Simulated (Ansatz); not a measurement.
Input

```
basis:
  gaussian: {orbitals: def2-TZVPD}
crystal:
  periodic: [false, false, false]
  atoms:
    - symbol: C
      position_ang: [0.362999, -1.014583, 0.184912]
    - symbol: C
      position_ang: [1.490494, -1.176777, 0.945165]
    - symbol: C
      position_ang: [1.580386, -1.097935, -0.419109]
    - symbol: F
      position_ang: [-0.885821, -0.887152, 0.153613]
    - symbol: F
      position_ang: [2.317411, -1.106480, -1.435716]
    - symbol: H
      position_ang: [1.967302, -1.287541, 1.921437]
hamiltonian: {xc: pbe0}
output: {forces: true, orbitals: {seedname: orbitals}}
total_charge: 1
```

Run with:

```sh
ansatz run input.yaml --threads 2 --pin off --max-ram 4350MiB --events-out events.jsonl --progress --plain --runs-dir runs
```

Geometry: PBE0-D3(BJ)/pcseg-1.

All numbers below come from Ansatz 0.2.0, isolated molecule in a Gaussian basis; Kohn-Sham density functional theory, functional PBE0.

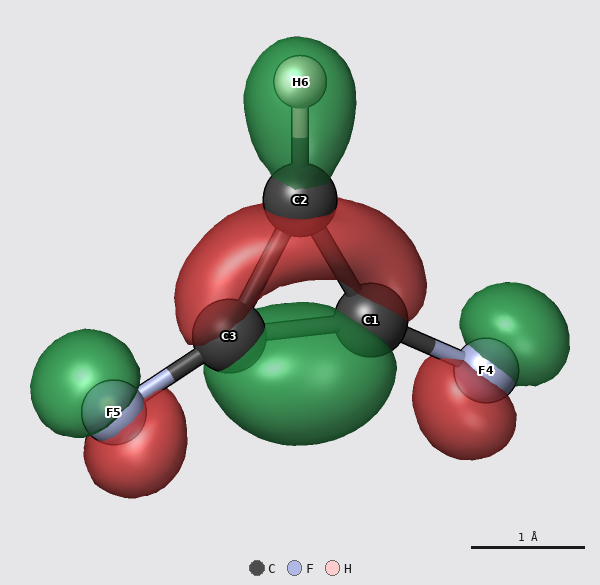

C3HF2 (SMILES Fc1[cH+]c1F) (charge +1). The HOMO at ±0.2 Å⁻³ᐟ² (green and red are the two phases), seen at a tilt.

> Describe this orbital and give its energy.

It lies mainly on F4 (about 20 %), F5 (about 20 %), C3 (about 20 %), C1 (about 20 %) and C2 (about 15 %); it is symmetric in the molecular plane (an in-plane orbital: σ, lone-pair or in-plane π type). Its energy is −17.37 eV.
